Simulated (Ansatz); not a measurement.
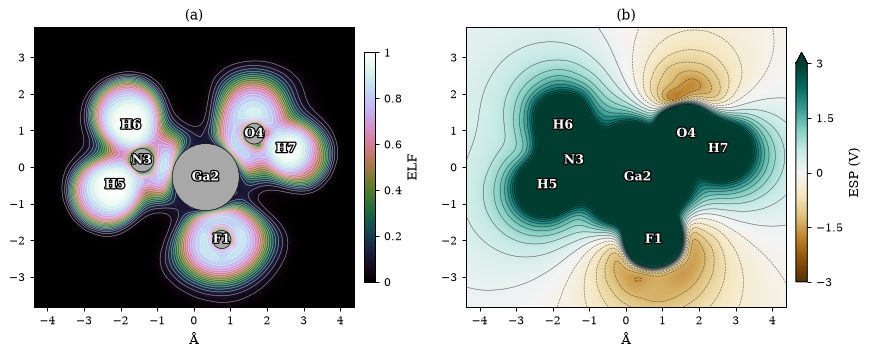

*FGaH3NO (SMILES [NH2][Ga]([OH])[F]). (a) electron localisation function; (b) electrostatic potential on the molecular plane. Grey discs cover the atomic cores in the ELF map.*

Geometry: B3LYP-D3(BJ)/def2-SVP.

The calculation used Ansatz, isolated molecule in a Gaussian basis; Kohn-Sham density functional theory, functional PBE0.

```xyz
7

F     1.2698   -0.6412   -1.5689
Ga    0.8500   -0.5254    0.1368
N     0.3587    1.0686    0.8152
O     1.0210   -1.9964    1.1235
H     0.1083    1.8441    0.2122
H    -0.0488    1.1476    1.7401
H     1.3400   -2.7558    0.6185
```

Question: Describe what can be read from this map.

Answer:
- The plane passes through F, Ga, N, O and H nuclei.
- Ga–F (1.76 Å): the ELF peaks at about 0.85 in the valence shell of F, 0.6 Å from its nucleus, and is about 0.15 at the midpoint.
- Ga–O (1.78 Å): the ELF peaks at about 0.85 in the valence shell of O, 0.6 Å from its nucleus, and is about 0.25 at the midpoint.
- Ga–N (1.80 Å): the ELF peaks at about 0.85 in the valence shell of N, 0.7 Å from its nucleus, and is about 0.35 at the midpoint.
- O–H (0.97 Å): the ELF climbs to about 1 towards the hydrogen, as it does in any bond to H (an ordinary covalent bond to hydrogen).
- N–H (1.01 Å): the ELF climbs to about 1 towards the hydrogen; an ordinary covalent bond to hydrogen.
- The ELF also peaks beside F1 and O4, away from the bonds: lone-pair regions.
- Outside the dense part of the molecule the potential is most negative (−1.8 V) near O4.
